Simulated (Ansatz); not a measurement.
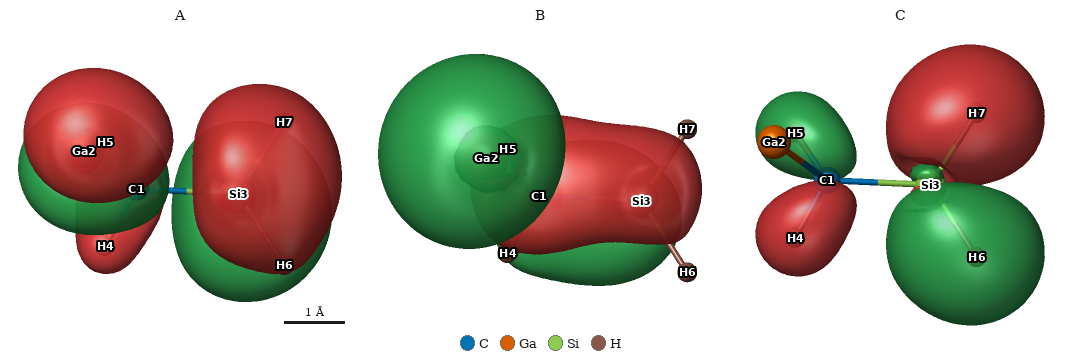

*CH$_{4}$GaSi (SMILES [SiH2+][CH2][Ga]) (charge +1). Three frontier orbitals at ±0.08 Å⁻³ᐟ² (green and red are the two phases), in no order.*

Geometry: PBE0-D3(BJ)/def2-SVP.

Theory: Ansatz 0.2.0, isolated molecule in a Gaussian basis; Kohn-Sham density functional theory, functional PBE0.

```xyz
7

C    -0.8292    0.2009    1.8350
Ga   -2.1346    0.1032    3.7503
Si   -0.2540   -1.2559    1.0541
H    -1.5903    0.7817    1.2889
H    -0.0671    0.8253    2.3293
H    -1.0972   -1.9783    0.0757
H     0.9911   -1.9185    1.5022
```

### Order the three orbitals by energy and name them.

C is the HOMO−1 (−15.01 eV). Its weight (Hirshfeld) is mainly on Si3 (about 40 %), H6 (about 25 %), H7 (about 25 %) and C1 (about 5 %). B is the HOMO (−11.75 eV). By Hirshfeld shares it lies mainly on Ga2 (about 45 %), C1 (about 30 %) and Si3 (about 20 %). A is the LUMO (−7.22 eV). It lies mainly on Si3 (about 55 %), Ga2 (about 20 %) and C1 (about 10 %).

### What is the HOMO–LUMO gap?

4.53 eV between the orbital energies.
